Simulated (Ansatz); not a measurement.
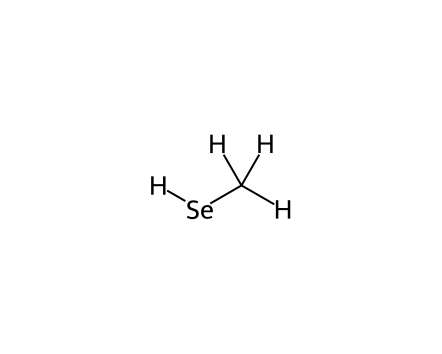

**Give its SMILES.**

C[SeH]

**What is the molecular formula?**

CH4Se.

**An optimisation with PBE0-D4/def2-TZVP gave a structure of which point group?**

Cs.

The parts below concern this one geometry. Atoms keep their numbers from picture to picture. The geometry was computed by an optimisation with PBE0-D4/def2-TZVP.

Dipole moment

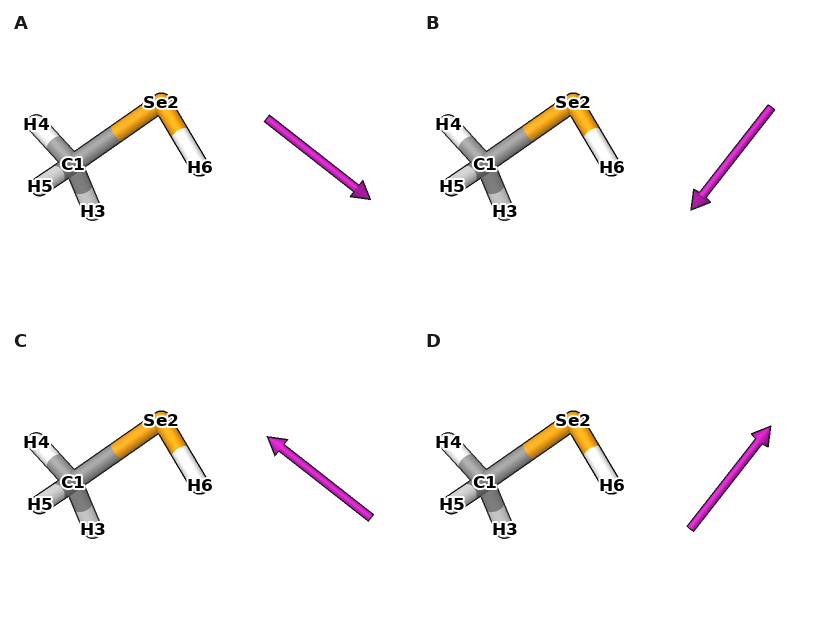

The same molecule four times, each with an arrow. Method: RKS B3LYP-D4/def2-TZVPP (Ansatz 0.2.0).

**Which arrow points along the dipole moment, from the negative to the positive end?**

B. The dipole moment is 1.40 D; it points from the side of Se2 to the side of H3, H5 (the outermost atoms at the two ends).

Vibrations

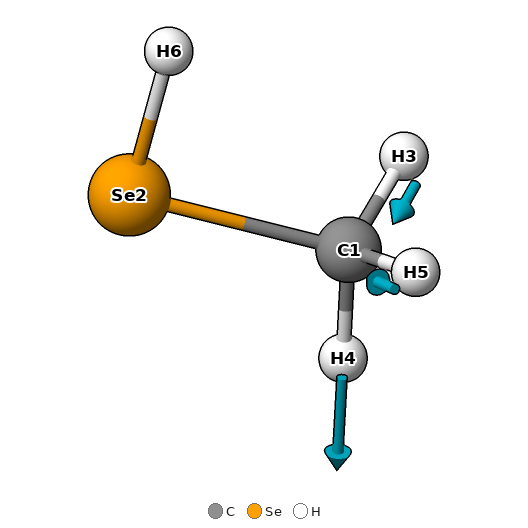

The arrows show one normal mode. Harmonic vibrations computed with RKS PBE0-D4/def2-TZVP (Ansatz 0.2.0) at a stationary point of the same level.

**Describe the motion.**

Mostly out-of-phase stretching of 3 C–H bonds.

**At what wavenumber does it lie?**

3178 cm⁻¹; it is mode 11 of 12 counted from the lowest.

Thermal motion

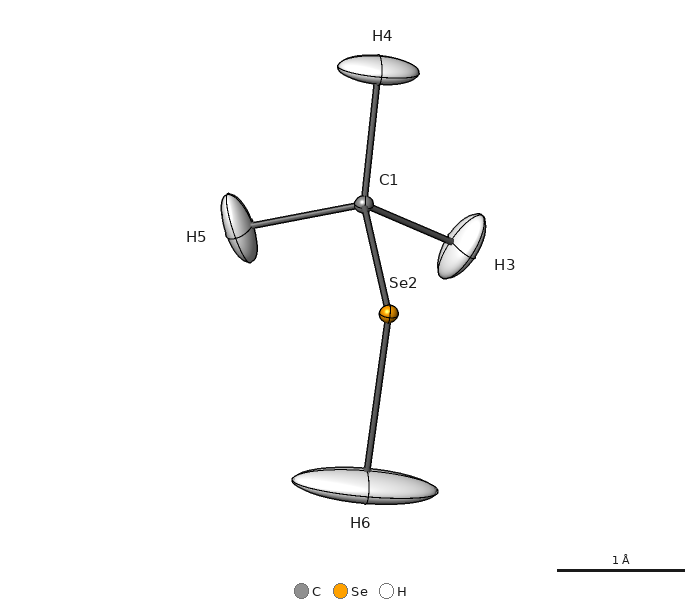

Displacement ellipsoids at the 50 % level, from the internal vibrations of the free molecule (harmonic, no overall translation or rotation; no half-axis is drawn under 0.075 Å). Vibrations computed with RKS PBE0-D4/def2-TZVP (Ansatz 0.2.0). Temperature: 400 K.

List U_eq and the three principal root-mean-square amplitudes for each kind of atom.

```csv
atom,U_eq (Å²),rms amplitudes (Å)
C1,0.00093,"0.018, 0.018, 0.047"
Se2,0.00003,"0.002, 0.005, 0.009"
"H3, H5",0.0196,"0.072, 0.127, 0.194"
H4,0.0223,"0.072, 0.132, 0.211"
H6,0.0575,"0.082, 0.153, 0.377"
```
